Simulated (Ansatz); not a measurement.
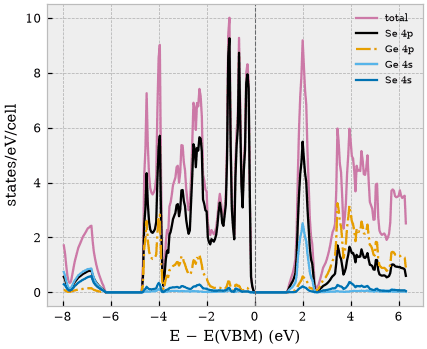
Total and projected density of states of GeSe₂ in space group I-42d (No. 122; Ge on 4a, Se on 8d), the program Ansatz at the PBEsol level (PAW)

Task: Which orbitals carry the states next to the gap?

Result: Top 1 eV of the valence band: Se 4p 94 %. Bottom 1 eV of the conduction band: Se 4p 60 %, Ge 4s 28 %, Ge 4p 6 %. Projections are on Löwdin-orthogonalised atomic valence shells; empty p or d shells of many metals are not among them.

Task: Where is the tallest occupied peak in this window, and what makes it?

Result: Near -1.0 eV, about 10 states/eV per cell; the largest projected share is Se 4p.

The first step of the workflow began from a Materials Project structure, measured or hypothetical; the Crystallography Open Database copy checked does not list it. Whether it is the stable phase at ambient conditions was not checked. Symmetry was held in the PBEsol relaxation; its stability against distortions is not shown here. Spin–orbit coupling is left out wherever it is not named.

Potentials: the later of the program's two PAW sets.
